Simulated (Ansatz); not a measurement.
# C₂H₆FNSi: shape, modes and thermochemistry

The task is to find a stationary geometry of C₂H₆FNSi, check the end point by its vibrations and derive ideal-gas thermochemistry, and look at its orbitals and charge.

Method: RKS PBE0-D4/def2-TZVP; program: Ansatz 0.2.0, Gaussian basis.

Plan: relaxation at PBE-D4/def2-SVP; relaxation at PBE0-D4/def2-TZVP; harmonic vibrations at the same level; a single point in def2-TZVPP for the fields.

### 1 Starting geometry

SMILES `CN(C)[Si]F`, 11 atoms, charge 0, spin multiplicity 1.

Atoms are counted from 1 here; the program's logs count them from 0.

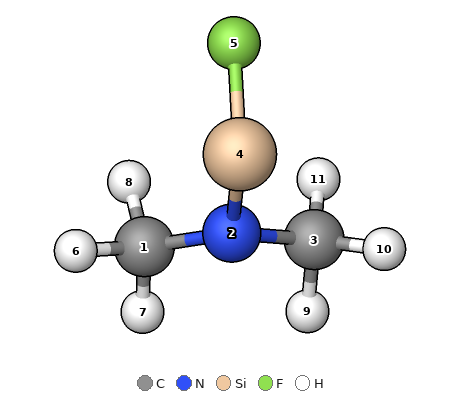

The starting geometry (carbon grey, nitrogen blue, silicon light orange, fluorine green, hydrogen white); atoms are numbered from 1 in the order of the file.

Coordinates:

```
atom    x (Å)    y (Å)    z (Å)
  C1  -0.5571   0.6270   0.9063
  N2   0.4607   0.3601  -0.0662
  C3   0.6135  -1.0941  -0.1137
 Si4   0.6865   1.2974  -1.5247
  F5  -0.6544   0.8861  -2.4367
  H6  -0.6636   1.7653   1.0905
  H7  -0.3900   0.1993   1.8687
  H8  -1.5460   0.3550   0.5236
  H9   0.7901  -1.4845   0.9513
 H10   1.5485  -1.3694  -0.6400
 H11  -0.2226  -1.5991  -0.5386
```

The start is a force-field geometry with small random shifts, so a cheaper pass at PBE-D4/def2-SVP comes first.

### 2 Geometry optimisation, PBE-D4/def2-SVP (cheap first pass)

Contents of in.yaml:

```yaml
crystal:
  periodic: [false, false, false]
  atoms:
    - {symbol: C, position_ang: [-0.557100, 0.627000, 0.906300]}
    - {symbol: N, position_ang: [0.460700, 0.360100, -0.066200]}
    - {symbol: C, position_ang: [0.613500, -1.094100, -0.113700]}
    - {symbol: Si, position_ang: [0.686500, 1.297400, -1.524700]}
    - {symbol: F, position_ang: [-0.654400, 0.886100, -2.436700]}
    - {symbol: H, position_ang: [-0.663600, 1.765300, 1.090500]}
    - {symbol: H, position_ang: [-0.390000, 0.199300, 1.868700]}
    - {symbol: H, position_ang: [-1.546000, 0.355000, 0.523600]}
    - {symbol: H, position_ang: [0.790100, -1.484500, 0.951300]}
    - {symbol: H, position_ang: [1.548500, -1.369400, -0.640000]}
    - {symbol: H, position_ang: [-0.222600, -1.599100, -0.538600]}
basis:
  gaussian: {orbitals: def2-SVP}
hamiltonian: {xc: pbe, dispersion: d4}
relax: {f_tol: 0.03, max_steps: 200}
```

On the command line:

```bash
> ansatz run in.yaml --threads 4 --pin off --events-out ev --progress --plain --max-ram 10444MiB
```

Output, shortened:

```text
Functional definition: PBE
  name "PBE"
  cite "Perdew, Burke & Ernzerhof, Phys. Rev. Lett. 77, 3865 (1996) doi:10.1103/PhysRevLett.77.3865"
  parent pbe
[...]
1180 factors; their error is unknown
[...]
mean field -14237.70322706 eV, -523.2259429327 hartree, gradient 5.3e-5 eV, S^2 0.000000; 0 other end points of the search recorded, 0 dependent functions left out
[...]
reference -14237.70326062 eV, -523.2259441661 hartree; 24, 24 occupied and 80, 80 virtual orbitals, 1180 factors
relax step   1: F+E_penalty+E_count = -14237.94045576 eV  Δ(F+E_penalty+E_count) = +0.000e0 eV  max|allowed force component| = 3.465e0 eV/Å  Δτ_max = 0.0000 Å  (30 SCF iters, accepted)
[...]
relax step   4: F+E_penalty+E_count = -14238.35215171 eV  Δ(F+E_penalty+E_count) = -7.517e-2 eV  max|allowed force component| = 7.888e-1 eV/Å  Δτ_max = 0.1951 Å  (38 SCF iters, accepted)
[...]
relax step   7: F+E_penalty+E_count = -14238.78477686 eV  Δ(F+E_penalty+E_count) = -1.520e-1 eV  max|allowed force component| = 9.754e-1 eV/Å  Δτ_max = 0.2000 Å  (38 SCF iters, accepted)
[...]
relax step  10: F+E_penalty+E_count = -14239.09267197 eV  Δ(F+E_penalty+E_count) = -6.574e-2 eV  max|allowed force component| = 2.520e-1 eV/Å  Δτ_max = 0.2000 Å  (38 SCF iters, accepted)
[...]
relax step  13: F+E_penalty+E_count = -14239.11501013 eV  Δ(F+E_penalty+E_count) = -6.014e-3 eV  max|allowed force component| = 7.597e-2 eV/Å  Δτ_max = 0.0920 Å  (31 SCF iters, accepted)
[...]
relax step  14: F+E_penalty+E_count = -14239.11588648 eV  Δ(F+E_penalty+E_count) = -8.764e-4 eV  max|allowed force component| = 1.029e-2 eV/Å  Δτ_max = 0.0281 Å  (32 SCF iters, accepted)
1180 factors; their error is unknown
[...]
mean field -14238.88216404 eV, -523.2692680676 hartree, gradient 1.9e-5 eV, S^2 0.000000; 1 other end points of the search recorded, 0 dependent functions left out
[...]
reference -14238.88219786 eV, -523.2692693104 hartree; 24, 24 occupied and 80, 80 virtual orbitals, 1180 factors
Total energy: -14239.11592030 eV, -523.2778584515 hartree
Atom 0 at    -0.649498     0.683152     1.059300 Å, force    -0.010286    -0.008930     0.000163 eV/Å
Atom 1 at     0.009020     0.302071    -0.178492 Å, force     0.009199     0.002863    -0.009407 eV/Å
Atom 2 at     0.403927    -1.094663    -0.256578 Å, force    -0.001875     0.003321     0.004904 eV/Å
Atom 3 at     0.252289     1.517266    -1.413517 Å, force     0.004228     0.005969    -0.002641 eV/Å
Atom 4 at     1.016030     0.574471    -2.559781 Å, force    -0.000604    -0.001013    -0.000250 eV/Å
Atom 5 at    -0.916988     1.761062     1.034953 Å, force     0.002683     0.003582    -0.004403 eV/Å
Atom 6 at     0.007637     0.513045     1.942706 Å, force    -0.002169    -0.002183     0.003284 eV/Å
Atom 7 at    -1.586276     0.102056     1.220605 Å, force    -0.000377    -0.001624     0.008265 eV/Å
Atom 8 at     1.099700    -1.362799     0.571160 Å, force     0.001791    -0.000133    -0.001916 eV/Å
Atom 9 at     0.909730    -1.284166    -1.221643 Å, force    -0.002995     0.000341    -0.001820 eV/Å
Atom 10 at    -0.479971    -1.768394    -0.178211 Å, force     0.000405    -0.002195     0.003821 eV/Å
Dipole moment:    -0.148490    -0.220112     0.452939 e Å
```

Run time: 6.5 s. Hardware: 4 threads of AMD EPYC 9R45, shared host.

The steps of the relaxation: (the energy doesn't fall at every step)

```
step  energy from step 1 (eV)  largest force component (eV/Å)
   1                   0.0000                          3.4653
   2                  -0.2735                          0.9839
   3                  -0.3365                          0.4424
   4                  -0.4117                          0.7888
   5                  -0.5411                          0.9702
   6                  -0.6923                          1.1474
   7                  -0.8443                          0.9754
   8                  -0.9870                          0.7447
   9                  -1.0865                          0.5328
  10                  -1.1522                          0.2520
  11                  -1.1444                          0.5012
  12                  -1.1685                          0.1303
  13                  -1.1746                          0.0760
  14                  -1.1754                          0.0103
```

Close pairs (by a distance rule), those that changed most:

```
  bond  before (Å)  after (Å)  change (Å)
C3–H11       1.065      1.114      +0.049
 C1–H7       1.066      1.114      +0.048
 C1–H6       1.158      1.111      -0.047
 C3–H9       1.148      1.114      -0.034
 C1–N2       1.433      1.453      +0.020
 C1–H8       1.095      1.114      +0.019
 N2–C3       1.463      1.454      -0.009
Si4–F5       1.673      1.669      -0.004
```

### 3 Geometry optimisation, PBE0-D4/def2-TZVP

Contents of in.yaml:

```yaml
crystal:
  periodic: [false, false, false]
  atoms:
    - {symbol: C, position_ang: [-0.649498, 0.683152, 1.059300]}
    - {symbol: N, position_ang: [0.009020, 0.302071, -0.178492]}
    - {symbol: C, position_ang: [0.403927, -1.094663, -0.256578]}
    - {symbol: Si, position_ang: [0.252289, 1.517266, -1.413517]}
    - {symbol: F, position_ang: [1.016030, 0.574471, -2.559781]}
    - {symbol: H, position_ang: [-0.916988, 1.761062, 1.034953]}
    - {symbol: H, position_ang: [0.007637, 0.513045, 1.942706]}
    - {symbol: H, position_ang: [-1.586276, 0.102056, 1.220605]}
    - {symbol: H, position_ang: [1.099700, -1.362799, 0.571160]}
    - {symbol: H, position_ang: [0.909730, -1.284166, -1.221643]}
    - {symbol: H, position_ang: [-0.479971, -1.768394, -0.178211]}
basis:
  gaussian: {orbitals: def2-TZVP}
hamiltonian: {xc: pbe0, dispersion: d4}
relax: {f_tol: 0.005, max_steps: 150}
```

Launched as before.

Output, shortened:

```text
Functional definition: PBE0
  name "PBE0"
  cite "Adamo & Barone, J. Chem. Phys. 110, 6158 (1999) doi:10.1063/1.478522"
  cite "Perdew, Burke & Ernzerhof, Phys. Rev. Lett. 77, 3865 (1996) doi:10.1103/PhysRevLett.77.3865"
  parent pbe
[...]
1203 factors; their error is unknown
[...]
mean field -14250.26195403 eV, -523.6874676361 hartree, gradient 2.2e-5 eV, S^2 0.000000; 0 other end points of the search recorded, 0 dependent functions left out
[...]
reference -14250.26198464 eV, -523.6874687611 hartree; 24, 24 occupied and 173, 173 virtual orbitals, 1203 factors
relax step   1: F+E_penalty+E_count = -14250.45810803 eV  Δ(F+E_penalty+E_count) = +0.000e0 eV  max|allowed force component| = 1.322e0 eV/Å  Δτ_max = 0.0000 Å  (29 SCF iters, accepted)
[...]
Atom 1 at     0.015966     0.299275    -0.191991 Å, force    -0.000195     0.001716     0.000227 eV/Å
Atom 2 at     0.399363    -1.092821    -0.247498 Å, force    -0.000019     0.000186    -0.001247 eV/Å
Atom 3 at     0.251151     1.499197    -1.386869 Å, force    -0.000181    -0.001817     0.000760 eV/Å
Atom 4 at     0.997924     0.618108    -2.530831 Å, force     0.000674     0.000266    -0.000791 eV/Å
Atom 5 at    -0.904583     1.736107     1.017972 Å, force    -0.000161    -0.000285     0.000139 eV/Å
Atom 6 at     0.009798     0.502679     1.905090 Å, force    -0.000081     0.000164     0.000270 eV/Å
Atom 7 at    -1.561984     0.098166     1.189645 Å, force    -0.000286     0.000293     0.000020 eV/Å
Atom 8 at     1.089231    -1.339170     0.568477 Å, force     0.000365     0.000247     0.000036 eV/Å
Atom 9 at     0.888640    -1.310473    -1.195632 Å, force    -0.000360    -0.000259     0.000300 eV/Å
Atom 10 at    -0.478439    -1.742438    -0.147975 Å, force    -0.000071    -0.000005     0.000183 eV/Å
Dipole moment:    -0.147221    -0.235453     0.456707 e Å
```

It took 7.5 s on 4 threads of AMD EPYC 9R45, shared host.

Step by step:

```
step  energy from step 1 (eV)  largest force component (eV/Å)
   1                   0.0000                          1.3219
   2                  -0.0621                          0.7997
   3                  -0.0816                          0.0468
   4                  -0.0819                          0.0144
   5                  -0.0819                          0.0068
   6                  -0.0819                          0.0018
```

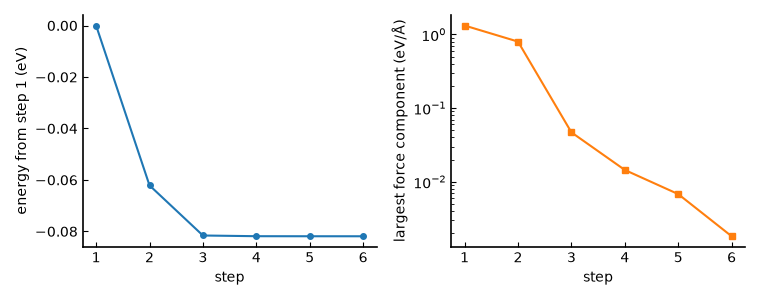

Energy and force, step by step.

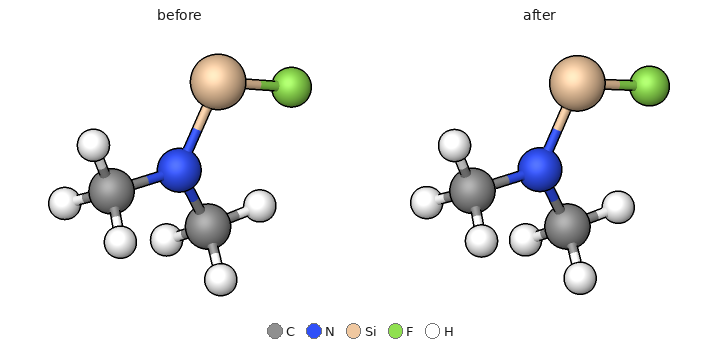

Before and after, at one scale.

Close pairs (by a distance rule), those that changed most:

```
  bond  before (Å)  after (Å)  change (Å)
Si4–F5       1.669      1.626      -0.044
N2–Si4       1.750      1.710      -0.040
 C1–H8       1.114      1.096      -0.018
 C1–H7       1.114      1.096      -0.018
C3–H11       1.114      1.097      -0.018
 C3–H9       1.114      1.097      -0.018
C3–H10       1.106      1.089      -0.017
 C1–H6       1.111      1.094      -0.017
```

Mulliken charges at the end point, from the run's report:

```
atom  value (e)
  C1      -0.29
  N2      -0.13
  C3      -0.32
 Si4       0.28
  F5      -0.32
  H6       0.14
  H7       0.12
  H8       0.12
  H9       0.12
 H10       0.16
 H11       0.12
```

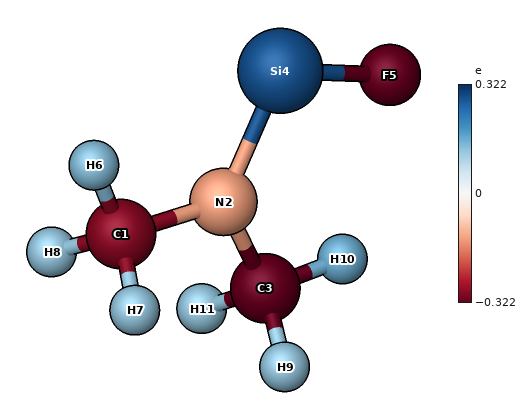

Mulliken charges at the end point, from the run's report, as colours on the atoms.

### 4 Harmonic vibrations

Contents of in.yaml:

```yaml
crystal:
  periodic: [false, false, false]
  atoms:
    - {symbol: C, position_ang: [-0.641466, 0.674471, 1.040116]}
    - {symbol: N, position_ang: [0.015966, 0.299275, -0.191991]}
    - {symbol: C, position_ang: [0.399363, -1.092821, -0.247498]}
    - {symbol: Si, position_ang: [0.251151, 1.499197, -1.386869]}
    - {symbol: F, position_ang: [0.997924, 0.618108, -2.530831]}
    - {symbol: H, position_ang: [-0.904583, 1.736107, 1.017972]}
    - {symbol: H, position_ang: [0.009798, 0.502679, 1.905090]}
    - {symbol: H, position_ang: [-1.561984, 0.098166, 1.189645]}
    - {symbol: H, position_ang: [1.089231, -1.339170, 0.568477]}
    - {symbol: H, position_ang: [0.888640, -1.310473, -1.195632]}
    - {symbol: H, position_ang: [-0.478439, -1.742438, -0.147975]}
basis:
  gaussian: {orbitals: def2-TZVP}
hamiltonian: {xc: pbe0, dispersion: d4}
phonons: {temperatures: {t_min: 298.15, t_max: 900, t_step: 200}}
```

The command is unchanged.

Output, shortened:

```text
Functional definition: PBE0
  name "PBE0"
  cite "Adamo & Barone, J. Chem. Phys. 110, 6158 (1999) doi:10.1063/1.478522"
  cite "Perdew, Burke & Ernzerhof, Phys. Rev. Lett. 77, 3865 (1996) doi:10.1103/PhysRevLett.77.3865"
  parent pbe
[...]
1203 factors; their error is unknown
[...]
mean field -14250.34231772 eV, -523.6904209472 hartree, gradient 3.2e-5 eV, S^2 0.000000; 0 other end points of the search recorded, 0 dependent functions left out
[...]
reference -14250.34234792 eV, -523.6904220572 hartree; 24, 24 occupied and 173, 173 virtual orbitals, 1203 factors
[...]
1203 factors; their error is unknown
mean field -14250.34214329 eV, -523.6904145372 hartree, gradient 2.3e-6 eV, S^2 0.000000; 0 other end points of the search recorded, 0 dependent functions left out
[...]
reference -14250.34217350 eV, -523.6904156473 hartree; 24, 24 occupied and 173, 173 virtual orbitals, 1203 factors
[...]
Atom 4 at     0.997924     0.618108    -2.530831 Å, force     0.000679     0.000323    -0.000839 eV/Å
Atom 5 at    -0.904583     1.736107     1.017972 Å, force    -0.000149    -0.000286     0.000118 eV/Å
Atom 6 at     0.009798     0.502679     1.905090 Å, force    -0.000069     0.000176     0.000248 eV/Å
Atom 7 at    -1.561984     0.098166     1.189645 Å, force    -0.000263     0.000310    -0.000011 eV/Å
Atom 8 at     1.089231    -1.339170     0.568477 Å, force     0.000389     0.000231     0.000013 eV/Å
Atom 9 at     0.888640    -1.310473    -1.195632 Å, force    -0.000365    -0.000212     0.000280 eV/Å
Atom 10 at    -0.478439    -1.742438    -0.147975 Å, force    -0.000081    -0.000043     0.000147 eV/Å
Dipole moment:    -0.147222    -0.235455     0.456709 e Å
Vibrations: 139.10 209.32 218.62 255.66 305.88 337.94 401.45 685.10 813.62 1017.48 1084.53 1111.68 1170.00 1231.72 1325.46 1435.92 1461.73 1467.91 1487.56 1493.48 1519.60 3009.53 3015.32 3061.63 3068.29 3101.99 3156.19 cm⁻¹, zero-point energy 2.330079 eV
```

Wall time 51 s (4 threads of AMD EPYC 9R45, shared host).

Motions are named by where the mode's potential energy lies. The modes, unscaled (a negative number is an imaginary wavenumber):

```
mode  cm⁻¹                 motion
   1   139                torsion
   2   209                torsion
   3   219                   bend
   4   256                torsion
   5   306                torsion
   6   338                   bend
   7   401                   bend
   8   685   Si–N and C–N stretch
   9   814           Si–F stretch
  10  1017  C–N stretch with bend
  11  1085      bend with torsion
  12  1112                   bend
  13  1170                   bend
  14  1232            C–N stretch
  15  1325                   bend
  16  1436                   bend
  17  1462                   bend
  18  1468                   bend
  19  1488                   bend
  20  1493                   bend
  21  1520                   bend
  22  3010            C–H stretch
  23  3015            C–H stretch
  24  3062            C–H stretch
  25  3068            C–H stretch
  26  3102            C–H stretch
  27  3156            C–H stretch
```

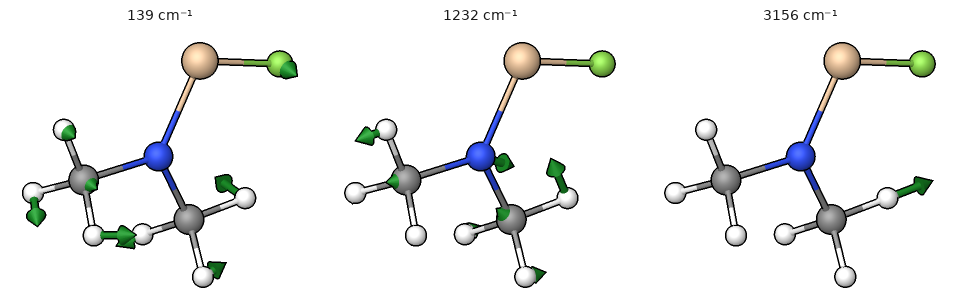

Displacements of 3 modes, as arrows.

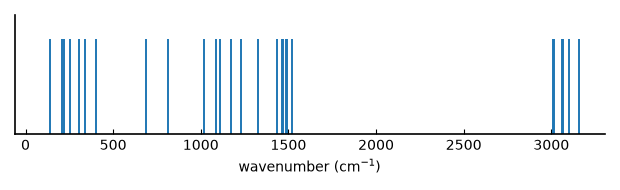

The harmonic wavenumbers as sticks (no intensities were computed).

Ideal gas, rigid rotor and harmonic oscillator at 298.15 K and 1 bar, with symmetry number 1:

```
                term            value
   zero-point energy    53.7 kcal/mol
          H(298) − E    58.4 kcal/mol
entropy, translation  165.1 J/(mol K)
   entropy, rotation  110.1 J/(mol K)
  entropy, vibration   54.4 J/(mol K)
      entropy, total  329.7 J/(mol K)
```

### 5 Fields at the relaxed geometry

in.yaml, as its differences from that of step 4:

```diff
@@ -15,4 +15,4 @@
 basis:
-  gaussian: {orbitals: def2-TZVP}
+  gaussian: {orbitals: def2-TZVPP}
 hamiltonian: {xc: pbe0, dispersion: d4}
-phonons: {temperatures: {t_min: 298.15, t_max: 900, t_step: 200}}
+output: {orbitals: {seedname: orbitals}}
```

Same command.

Output:

```text
Functional definition: PBE0
  name "PBE0"
  cite "Adamo & Barone, J. Chem. Phys. 110, 6158 (1999) doi:10.1063/1.478522"
  cite "Perdew, Burke & Ernzerhof, Phys. Rev. Lett. 77, 3865 (1996) doi:10.1103/PhysRevLett.77.3865"
  parent pbe
  parameter a = 0.25
  parameter kappa = 0.804
  parameter beta = 0.06672455060314922
  exchange = (1 - a)*pbe_x(kappa = kappa, mu = beta*pi^2/3) + a*exact_x
  correlation = pbe_c(beta = beta)
1316 factors; their error is unknown
mean field evaluation 1: about -14240.4796 eV, gradient 6.9e1 eV
mean field evaluation 2: about -14216.7830 eV, gradient 1.2e2 eV
mean field evaluation 4: about -14250.2845 eV, gradient 7.9e0 eV
mean field evaluation 8: about -14250.3800 eV, gradient 2.0e-1 eV
mean field evaluation 16: about -14250.4012 eV, gradient 1.6e-4 eV
mean field -14250.40117790 eV, -523.6925840189 hartree, gradient 3.9e-5 eV, S^2 0.000000; 0 other end points of the search recorded, 0 dependent functions left out
reference -14250.40120893 eV, -523.6925851595 hartree; 24, 24 occupied and 226, 226 virtual orbitals, 1316 factors
Total energy: -14250.59887879 eV, -523.6998493926 hartree
```

Run time: 1 s. Hardware: 4 threads of AMD EPYC 9R45, shared host; peak memory 0.59 GiB.

The fields below are evaluated on a grid from the run's orbitals.

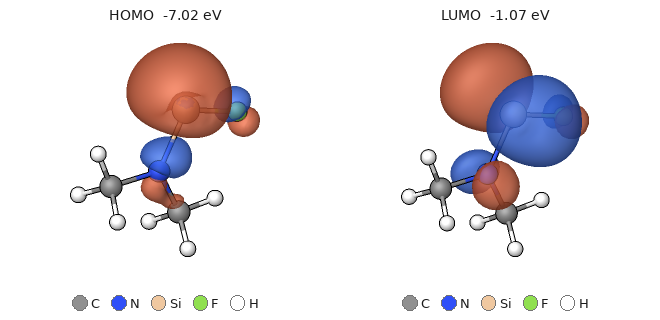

Frontier orbitals at PBE0-D4/def2-TZVPP; each surface holds 70 % of the orbital's density, blue and red mark the sign.

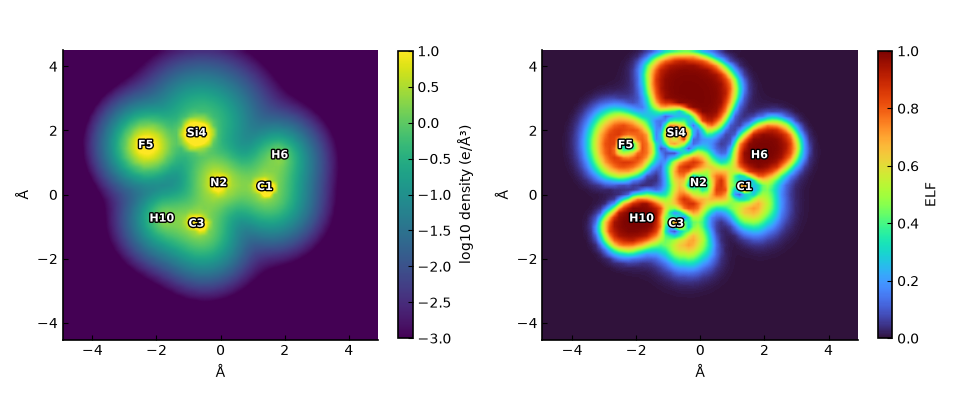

Density (left) and ELF (right) in a plane through or near 7 of the atoms.

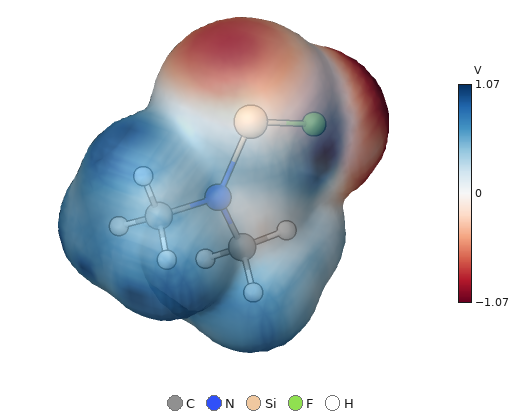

Electrostatic potential on the surface of density 0.002 e/bohr³; red is low, blue high. It runs from -1.07 V near F5 to 0.95 V near Si4.

### 6 Summary of results

```
                  quantity            value
               point group               Cs
                     steps           14 + 6
shift from the start (rms)          0.702 Å
              total energy   -14250.5400 eV
           dispersion term         -198 meV
             dipole moment           2.57 D
lowest, highest wavenumber   139, 3156 cm⁻¹
         zero-point energy    53.7 kcal/mol
       entropy at 298.15 K  329.7 J/(mol K)
                HOMO, LUMO  -7.02, -1.07 eV
```

What this shows: The relaxed geometry lies 0.70 Å (rms) from the start; the bond that changed most is C1–H6, from 1.158 to 1.094 Å. No mode is imaginary: a true minimum at this level. The stiffest mode, 3156 cm⁻¹, is a C–H stretch. Harmonic hybrid wavenumbers usually lie a few per cent above measured fundamentals. The largest Mulliken charge, -0.32 e, sits on F5. The HOMO lies mostly on Si4 74 %; N2 10 % and the LUMO on Si4 70 %; N2 12 %.
